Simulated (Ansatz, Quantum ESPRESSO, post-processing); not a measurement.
# The work function of Cd(0001), 4 layers, one monolayer of N on hcp sites, level by level, part 5 of 6

Wanted: work functions and the surface dipole of Cd(0001), 4 layers, one monolayer of N on hcp sites at several levels, with their cost.

Quantum ESPRESSO 7.5; plane-wave DFT, PBE, GBRV ultrasoft pseudopotentials; geometry and cross-check by Ansatz 0.2.0 with PAW datasets.

So far. Step 9 (Self-consistent run: PBEsol, PseudoDojo norm-conserving): The upper face goes from 7.781 eV (PBE, GBRV) to 7.838 eV, a change of +0.058 eV. Step 10 (Ground state: PBE, SG15 norm-conserving): The upper face goes from 7.781 eV (PBE, GBRV) to 7.793 eV, a change of +0.012 eV, a small one, from the pseudopotentials and their cutoffs.

**11. Self-consistent run: LDA, GBRV ultrasoft**

Level of this step: plane-wave DFT, LDA, GBRV ultrasoft pseudopotentials (Quantum ESPRESSO 7.5).

Input file gbrv-lda.in:

```
&control
  prefix = 'gbrv-lda'
  outdir = './out'
  pseudo_dir = './pseudo'
  calculation = 'scf'
  tprnfor = .true.
/
&system
  ibrav = 0
  nat = 5
  ntyp = 2
  ecutwfc = 40
  ecutrho = 200
  occupations = 'smearing'
  smearing = 'mv'
  degauss = 0.02
  assume_isolated = 'esm'
  esm_bc = 'bc1'
/
&electrons
  conv_thr = 1e-07
  mixing_beta = 0.4
  electron_maxstep = 120
  mixing_mode = 'local-TF'
/
ATOMIC_SPECIES
  Cd  112.4140  cd_lda_v1.uspp.F.UPF
  N   14.0070  n_lda_v1.2.uspp.F.UPF
CELL_PARAMETERS angstrom
  2.98000000001292 0.00000000000000 0.00000000000000
  1.49000000000646 2.58075570328881 0.00000000000000
  0.00000000000000 0.00000000000000 27.43042000000000
ATOMIC_POSITIONS crystal
  Cd  0.666666666667 0.666666666667 -0.179367255827
  Cd  -0.000000000000 -0.000000000000 -0.076921139427
  Cd  0.666666666667 0.666666666667 0.028112172669
  Cd  -0.000000000000 -0.000000000000 0.130070727647
  N   0.666666666667 0.666666666667 0.179367255827
K_POINTS automatic
  12 12 1 0 0 0
```

Run with:

```
OMP_NUM_THREADS=1 mpirun -n 4 pw.x -nk 4 -in gbrv-lda.in > gbrv-lda.out
```

Log:

```text
[banner, memory and clock lines left out]
Program PWSCF v.7.5 starts
[citation notice left out]

[...]
Message from routine setup:
[...]
bravais-lattice index     =            0
     lattice parameter (alat)  =       5.6314  a.u.
     unit-cell volume          =    1423.6139 (a.u.)^3
     number of atoms/cell      =            5
     number of atomic types    =            2
     number of electrons       =        53.00
     number of Kohn-Sham states=           32
     kinetic-energy cutoff     =      40.0000  Ry
     charge density cutoff     =     200.0000  Ry
     scf convergence threshold =      1.0E-07
     mixing beta               =       0.4000
     number of iterations used =            8  local-TF  mixing
     Exchange-correlation= SLA  PZ   NOGX NOGC
                           (   1   1   0   0   0   0   0)

     Effective Screening Medium Method
     Boundary Conditions: Vacuum-Slab-Vacuum
     total charge in unit cell        =   0.0000
     grid points for fit at edges     =        4

[...]
PseudoPot. # 1 for Cd read from file:
     ./pseudo/cd_lda_v1.uspp.F.UPF
     Pseudo is Ultrasoft + core correction, Zval = 12.0
     Generated by new atomic code, or converted to UPF format
     Using radial grid of  889 points,  6 beta functions with:
                l(1) =   0
                l(2) =   0
                l(3) =   1
                l(4) =   1
                l(5) =   2
                l(6) =   2
     Q(r) pseudized with  6 coefficients,  rinner =    1.000   1.000   1.000
                                                       1.000   1.000

     PseudoPot. # 2 for N  read from file:
     ./pseudo/n_lda_v1.2.uspp.F.UPF
     Pseudo is Ultrasoft + core correction, Zval =  5.0
     Generated by new atomic code, or converted to UPF format
     Using radial grid of  729 points,  4 beta functions with:
                l(1) =   0
                l(2) =   0
                l(3) =   1
                l(4) =   1
     Q(r) pseudized with  8 coefficients,  rinner =    0.900   0.900   0.900

     atomic species   valence    mass     pseudopotential
     Cd               12.00   112.41400     Cd( 1.00)
     N                 5.00    14.00700     N ( 1.00)

      6 Sym. Ops. (no inversion) found

[...]
number of k points=    19  Marzari-Vanderbilt smearing, width (Ry)=  0.0200
[...]
Dense  grid:    67997 G-vectors     FFT dimensions: (  25,  25, 240)

     Smooth grid:    48665 G-vectors     FFT dimensions: (  24,  24, 216)

     Check: negative core charge=   -0.000001

     Initial potential from superposition of free atoms

     starting charge      50.9999, renormalised to      53.0000

     negative rho (up, down):  8.159E-02 0.000E+00
     Starting wfcs are   40 randomized atomic wfcs

     per-process dynamical memory:    65.4 Mb

     Self-consistent Calculation

     iteration #  1     ecut=    40.00 Ry     beta= 0.40
     Davidson diagonalization with overlap
     c_bands:  5 eigenvalues not converged
     c_bands:  2 eigenvalues not converged
     c_bands:  2 eigenvalues not converged
     ethr =  1.00E-02,  avg # of iterations =  7.1

     negative rho (up, down):  1.017E-01 0.000E+00

     total energy              =    -474.37368370 Ry
     estimated scf accuracy    <     355.07014431 Ry

     iteration #  2     ecut=    40.00 Ry     beta= 0.40
[...]
negative rho (up, down):  1.170E-01 0.000E+00

[...]
total energy              =    -475.39375158 Ry
     estimated scf accuracy    <      72.31765058 Ry

     iteration #  3     ecut=    40.00 Ry     beta= 0.40
[...]
negative rho (up, down):  1.164E-01 0.000E+00

[...]
total energy              =    -475.48205083 Ry
     estimated scf accuracy    <      21.60608501 Ry

     iteration #  4     ecut=    40.00 Ry     beta= 0.40
[...]
negative rho (up, down):  1.049E-01 0.000E+00

[...]
total energy              =    -477.28670950 Ry
     estimated scf accuracy    <       1.24179007 Ry

     iteration #  5     ecut=    40.00 Ry     beta= 0.40
[...]
c_bands:  3 eigenvalues not converged
[...]
negative rho (up, down):  9.997E-02 0.000E+00

[...]
total energy              =    -477.64668396 Ry
     estimated scf accuracy    <       8.09542464 Ry

     iteration #  6     ecut=    40.00 Ry     beta= 0.40
[...]
negative rho (up, down):  9.801E-02 0.000E+00

[...]
total energy              =    -477.88070891 Ry
     estimated scf accuracy    <       1.17109937 Ry

[...]
iteration # 43     ecut=    40.00 Ry     beta= 0.40
[...]
negative rho (up, down):  8.072E-02 0.000E+00

[...]
total energy              =    -477.90052371 Ry
     estimated scf accuracy    <       0.00001073 Ry

     iteration # 44     ecut=    40.00 Ry     beta= 0.40
[...]
negative rho (up, down):  8.078E-02 0.000E+00

[...]
total energy              =    -477.90047802 Ry
     estimated scf accuracy    <       0.00000068 Ry

     iteration # 45     ecut=    40.00 Ry     beta= 0.40
[...]
negative rho (up, down):  8.078E-02 0.000E+00

[...]
total energy              =    -477.90046924 Ry
     estimated scf accuracy    <       0.00000037 Ry

     iteration # 46     ecut=    40.00 Ry     beta= 0.40
[...]
negative rho (up, down):  8.080E-02 0.000E+00

[...]
End of self-consistent calculation

          k = 0.0000 0.0000 0.0000 (  6081 PWs)   bands (ev):

   -20.2037 -15.8093 -15.7052 -15.5370 -15.2146 -15.2146 -15.1754 -15.1754
   -15.1651 -15.0043 -15.0043 -14.8536 -14.8536 -14.6173 -14.6173 -14.5130
   -14.5130 -14.5115 -14.3531 -14.3531 -14.0835 -14.0835 -13.4881 -11.7587
    -9.7234  -7.7088  -5.8895  -5.2408  -5.2408  -3.4031  -2.1013  -1.0662

          k = 0.0000 0.0962 0.0000 (  6101 PWs)   bands (ev):

   -20.1395 -15.7359 -15.6313 -15.4640 -15.2447 -15.2015 -15.1514 -15.1128
   -15.1047 -15.0310 -14.9423 -14.8818 -14.7903 -14.6838 -14.6338 -14.6203
   -14.5224 -14.4813 -14.3593 -14.3471 -14.1149 -14.0960 -13.2652 -11.5749
    -9.6032  -7.5603  -5.7578  -5.5277  -5.2883  -3.2234  -1.9322  -0.8938

[...]
the Fermi energy is    -6.1489 ev

!    total energy              =    -477.90044251 Ry
     estimated scf accuracy    <       0.00000008 Ry
     smearing contrib. (-TS)   =      -0.00010438 Ry
     internal energy E=F+TS    =    -477.90033814 Ry

     The total energy is F=E-TS. E is the sum of the following terms:
     one-electron contribution =    9612.35243850 Ry
     hartree contribution      =   -4787.18032343 Ry
     xc contribution           =    -160.82237700 Ry
     ewald contribution        =   -5142.25007620 Ry

     convergence has been achieved in  46 iterations

     negative rho (up, down):  8.080E-02 0.000E+00

     Forces acting on atoms (cartesian axes, Ry/au):

     atom    1 type  1   force =     0.00000000    0.00000000    0.00600034
     atom    2 type  1   force =     0.00000000    0.00000000    0.00338813
     atom    3 type  1   force =     0.00000000    0.00000000    0.00132030
     atom    4 type  1   force =     0.00000000    0.00000000    0.01081678
     atom    5 type  2   force =     0.00000000    0.00000000   -0.02190889

     Total force =     0.025421     Total SCF correction =     0.001388

[...]
```

Elapsed: 2.2 min, on 4 MPI ranks of Arm Neoverse V1, shared host; peak memory 0.48 GiB; 8.7 min of CPU time.

This step gave:

| Quantity | Value |
| --- | --- |
| free energy | -6502.1668 eV |
| Fermi energy | -6.149 eV |
| vacuum line at the lower end of the cell, over the Fermi level | 4.200 eV |
| vacuum line at the upper end of the cell, over the Fermi level | 8.098 eV |

The potential energy, planar mean oscillates, so the rows of the table below give means over windows of 2.85 Å about each position, cut where the curve ends. Its maxima inside the range that stand out by 2 % of the span (Å: eV): -3.5: 1.70, -0.7: 1.93, 2.2: 1.69, 4.5: -4.36. Its minima: -4.9: -13.6, -2.1: -13.8, 0.8: -13.8, 3.5: -13.4, 4.9: -7.61.

Electrostatic potential energy of an electron; zero at the Fermi level. Potential energy, planar mean against z; means over each step:

```csv
z (Å),"potential energy, planar mean (eV)"
-12.29,4.20
-9.45,4.20
-6.60,0.950
-3.75,-5.50
-0.90,-5.18
1.95,-5.61
4.80,-3.36
7.65,8.07
10.50,8.10
13.35,8.10
```

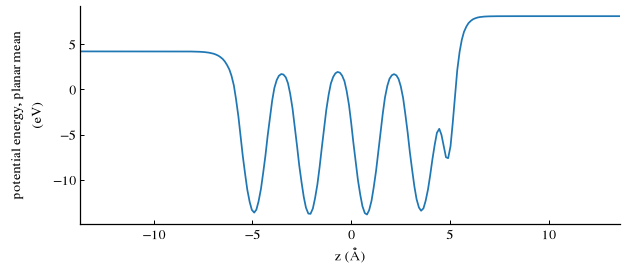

Potential energy, planar mean, plotted against z.

The upper face goes from 7.781 eV (PBE, GBRV) to 8.098 eV, a change of +0.317 eV.

**12. Self-consistent run: no dipole correction**

What happens without any correction? The same slab is run as a plain periodic cell.

Level of this step: plane-wave DFT, PBE, GBRV ultrasoft pseudopotentials (Quantum ESPRESSO 7.5).

Input file nodip.in:

```
&control
  prefix = 'nodip'
  outdir = './out'
  pseudo_dir = './pseudo'
  calculation = 'scf'
  tprnfor = .true.
/
&system
  ibrav = 0
  nat = 5
  ntyp = 2
  ecutwfc = 40
  ecutrho = 200
  occupations = 'smearing'
  smearing = 'mv'
  degauss = 0.02
/
&electrons
  conv_thr = 1e-07
  mixing_beta = 0.4
  electron_maxstep = 120
  mixing_mode = 'local-TF'
/
ATOMIC_SPECIES
  Cd  112.4140  cd_pbe_v1.uspp.F.UPF
  N   14.0070  n_pbe_v1.2.uspp.F.UPF
CELL_PARAMETERS angstrom
  2.98000000001292 0.00000000000000 0.00000000000000
  1.49000000000646 2.58075570328881 0.00000000000000
  0.00000000000000 0.00000000000000 27.43042000000000
ATOMIC_POSITIONS crystal
  Cd  0.666666666667 0.666666666667 0.302583773800
  Cd  -0.000000000000 -0.000000000000 0.405029890200
  Cd  0.666666666667 0.666666666667 0.510063202295
  Cd  -0.000000000000 -0.000000000000 0.612021757273
  N   0.666666666667 0.666666666667 0.661318285454
K_POINTS automatic
  12 12 1 0 0 0
```

Run with:

```
OMP_NUM_THREADS=1 mpirun -n 4 pw.x -nk 4 -in nodip.in > nodip.out
```

Log:

```text
[banner, memory and clock lines left out]
Program PWSCF v.7.5 starts
[citation notice left out]

[...]
Message from routine setup:
[...]
bravais-lattice index     =            0
     lattice parameter (alat)  =       5.6314  a.u.
     unit-cell volume          =    1423.6139 (a.u.)^3
     number of atoms/cell      =            5
     number of atomic types    =            2
     number of electrons       =        53.00
     number of Kohn-Sham states=           32
     kinetic-energy cutoff     =      40.0000  Ry
     charge density cutoff     =     200.0000  Ry
     scf convergence threshold =      1.0E-07
     mixing beta               =       0.4000
     number of iterations used =            8  local-TF  mixing
     Exchange-correlation= SLA  PW   PBE  PBE
                           (   1   4   3   4   0   0   0)

[...]
PseudoPot. # 1 for Cd read from file:
     ./pseudo/cd_pbe_v1.uspp.F.UPF
     Pseudo is Ultrasoft + core correction, Zval = 12.0
     Generated by new atomic code, or converted to UPF format
     Using radial grid of  889 points,  6 beta functions with:
                l(1) =   0
                l(2) =   0
                l(3) =   1
                l(4) =   1
                l(5) =   2
                l(6) =   2
     Q(r) pseudized with  6 coefficients,  rinner =    1.000   1.000   1.000
                                                       1.000   1.000

     PseudoPot. # 2 for N  read from file:
     ./pseudo/n_pbe_v1.2.uspp.F.UPF
     Pseudo is Ultrasoft + core correction, Zval =  5.0
     Generated by new atomic code, or converted to UPF format
     Using radial grid of  729 points,  4 beta functions with:
                l(1) =   0
                l(2) =   0
                l(3) =   1
                l(4) =   1
     Q(r) pseudized with  8 coefficients,  rinner =    0.900   0.900   0.900

     atomic species   valence    mass     pseudopotential
     Cd               12.00   112.41400     Cd( 1.00)
     N                 5.00    14.00700     N ( 1.00)

      6 Sym. Ops. (no inversion) found

[...]
number of k points=    19  Marzari-Vanderbilt smearing, width (Ry)=  0.0200
[...]
Dense  grid:    67997 G-vectors     FFT dimensions: (  25,  25, 240)

     Smooth grid:    48665 G-vectors     FFT dimensions: (  24,  24, 216)

     Check: negative core charge=   -0.000001

     Initial potential from superposition of free atoms

     starting charge      50.9998, renormalised to      53.0000

     negative rho (up, down):  8.985E-02 0.000E+00
     Starting wfcs are   40 randomized atomic wfcs

     per-process dynamical memory:    65.5 Mb

     Self-consistent Calculation

     iteration #  1     ecut=    40.00 Ry     beta= 0.40
     Davidson diagonalization with overlap
     ethr =  1.00E-02,  avg # of iterations =  4.5

     negative rho (up, down):  1.050E-01 0.000E+00

     total energy              =    -479.02219737 Ry
     estimated scf accuracy    <      90.40297981 Ry

     iteration #  2     ecut=    40.00 Ry     beta= 0.40
[...]
negative rho (up, down):  1.190E-01 0.000E+00

[...]
total energy              =    -478.07906855 Ry
     estimated scf accuracy    <      31.61082765 Ry

     iteration #  3     ecut=    40.00 Ry     beta= 0.40
[...]
negative rho (up, down):  1.171E-01 0.000E+00

[...]
total energy              =    -478.81990313 Ry
     estimated scf accuracy    <       1.73805936 Ry

     iteration #  4     ecut=    40.00 Ry     beta= 0.40
[...]
negative rho (up, down):  1.099E-01 0.000E+00

[...]
total energy              =    -478.53189204 Ry
     estimated scf accuracy    <       2.23763012 Ry

     iteration #  5     ecut=    40.00 Ry     beta= 0.40
[...]
negative rho (up, down):  1.126E-01 0.000E+00

[...]
total energy              =    -478.71810266 Ry
     estimated scf accuracy    <      10.16303852 Ry

     iteration #  6     ecut=    40.00 Ry     beta= 0.40
[...]
negative rho (up, down):  1.132E-01 0.000E+00

[...]
total energy              =    -478.66529014 Ry
     estimated scf accuracy    <       3.02788176 Ry

[...]
iteration # 20     ecut=    40.00 Ry     beta= 0.40
[...]
negative rho (up, down):  8.831E-02 0.000E+00

[...]
total energy              =    -478.72048603 Ry
     estimated scf accuracy    <       0.00001001 Ry

     iteration # 21     ecut=    40.00 Ry     beta= 0.40
[...]
negative rho (up, down):  8.826E-02 0.000E+00

[...]
total energy              =    -478.72048676 Ry
     estimated scf accuracy    <       0.00000410 Ry

     iteration # 22     ecut=    40.00 Ry     beta= 0.40
[...]
negative rho (up, down):  8.821E-02 0.000E+00

[...]
total energy              =    -478.72048713 Ry
     estimated scf accuracy    <       0.00000019 Ry

     iteration # 23     ecut=    40.00 Ry     beta= 0.40
[...]
negative rho (up, down):  8.819E-02 0.000E+00

[...]
End of self-consistent calculation

          k = 0.0000 0.0000 0.0000 (  6081 PWs)   bands (ev):

   -12.5307  -8.0524  -7.9452  -7.7586  -7.4814  -7.4814  -7.4353  -7.4353
    -7.3703  -7.2407  -7.2407  -7.0641  -7.0641  -6.8922  -6.8922  -6.7875
    -6.7875  -6.6599  -6.6104  -6.6104  -6.3053  -6.3053  -5.6332  -3.9027
    -1.8631   0.1208   1.9853   2.5942   2.5942   4.5104   6.0333   7.0646

          k = 0.0000 0.0962 0.0000 (  6101 PWs)   bands (ev):

   -12.4693  -7.9818  -7.8756  -7.6903  -7.5098  -7.4608  -7.4192  -7.3737
    -7.3120  -7.2672  -7.1798  -7.0937  -7.0041  -6.9526  -6.9057  -6.8810
    -6.7960  -6.7181  -6.6169  -6.5373  -6.3180  -6.3139  -5.4154  -3.7191
    -1.7439   0.2684   2.1122   2.3155   2.5470   4.6915   6.2063   7.2317

[...]
the Fermi energy is     1.6973 ev

!    total energy              =    -478.72048729 Ry
     estimated scf accuracy    <       0.00000004 Ry
     smearing contrib. (-TS)   =      -0.00017902 Ry
     internal energy E=F+TS    =    -478.72030826 Ry

     The total energy is F=E-TS. E is the sum of the following terms:
     one-electron contribution =   -3604.32648865 Ry
     hartree contribution      =    1836.40336828 Ry
     xc contribution           =    -162.61346210 Ry
     ewald contribution        =    1451.81627421 Ry

     convergence has been achieved in  23 iterations

     negative rho (up, down):  8.819E-02 0.000E+00

     Forces acting on atoms (cartesian axes, Ry/au):

     atom    1 type  1   force =     0.00000000    0.00000000   -0.00439627
     atom    2 type  1   force =     0.00000000    0.00000000    0.00425397
     atom    3 type  1   force =     0.00000000    0.00000000    0.00012341
     atom    4 type  1   force =     0.00000000    0.00000000   -0.00578203
     atom    5 type  2   force =    -0.00000000   -0.00000000    0.00580091

     Total force =     0.010224     Total SCF correction =     0.000726

[...]
```

It took 60 s on 4 MPI ranks; peak memory 0.57 GiB; 4 min of CPU time.

**13. Potential by pp.x**

Input file nodip.pot.in:

```
&inputpp
  prefix = 'nodip'
  outdir = './out'
  filplot = 'nodip.pot.dat'
  plot_num = 11
/
```

Run with:

```
OMP_NUM_THREADS=1 mpirun -n 4 pp.x -in nodip.pot.in > nodip.pot.out
```

Wall time 0.9 s (4 MPI ranks); peak memory 0.11 GiB; 3.3 s of CPU time.

The potential energy, planar mean oscillates, so the rows of the table below give means over windows of 2 Å about each position, cut where the curve ends. Its maxima inside the range that stand out by 2 % of the span (Å: eV): 9.7: 1.26, 12.6: 1.48, 15.4: 1.21, 17.7: -4.79, 19.9: 7.46. Its minima: 8.3: -13.8, 11.1: -14.0, 13.9: -14.0, 16.8: -13.6, 18.1: -7.94.

Electrostatic potential energy of an electron; zero at the Fermi level. The potential energy, planar mean by z; means over each step:

```csv
z (Å),"potential energy, planar mean (eV)"
0,5.45
2,5.06
4,4.54
6,3.70
8,-7.63
10,-3.63
12,-4.64
14,-8.45
16,-5.29
18,-4.14
20,7.29
22,6.98
24,6.47
26,5.95
```

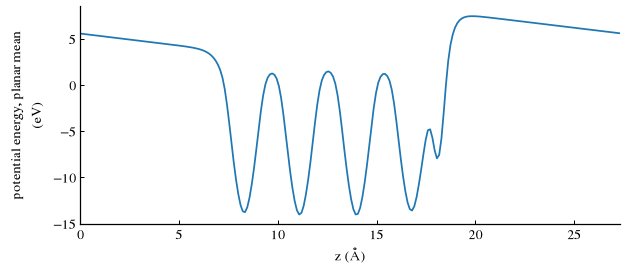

Potential energy, planar mean, plotted against z.

The vacuum now slopes by 258 meV/Å: the images' field stands in it, and it also polarises the slab.

**14. All levels side by side**

All levels:

```csv
level,upper face (eV),lower face (eV),dipole (e Å),CPU time (s)
"QE PBE GBRV, sawtooth",7.781,3.85,-0.1671,1467
"QE PBE GBRV, ESM bc1",7.781,3.852,-,485.4
"QE PBEsol PseudoDojo norm-conserving, ESM bc1",7.838,3.95,-,2349
"QE PBE SG15 norm-conserving, ESM bc1",7.793,3.847,-,1197
"QE LDA GBRV ultrasoft, ESM bc1",8.098,4.2,-,523.1
"QE PBE GBRV, periodic uncorrected (sloping vacuum, so no single level)",6.421,4.914,-,238.3
"Ansatz PBE PAW, sawtooth (time of the whole relaxation)",7.769,3.805,-0.1685,73.19
```

The times are CPU seconds on a shared host; the codes use unlike cutoffs, datasets and smearings, so their times compare unlike work.

[end of part 5 of 6]

[Logs are printed without paths, hosts, clocks, repeated set-up lines and the standing remarks that a program may print on its own settings, such as how far it seeks lower states.]

[Hosts, paths, dates, database ids (printed as entryN), source tags and the programs' standing remarks are cut or masked in the printed files.]

[Maps of the electrostatic potential energy from Ansatz leave out the sawtooth potential of an applied field or a dipole correction, so their vacuum need not be flat; planar profiles and work functions include it.]
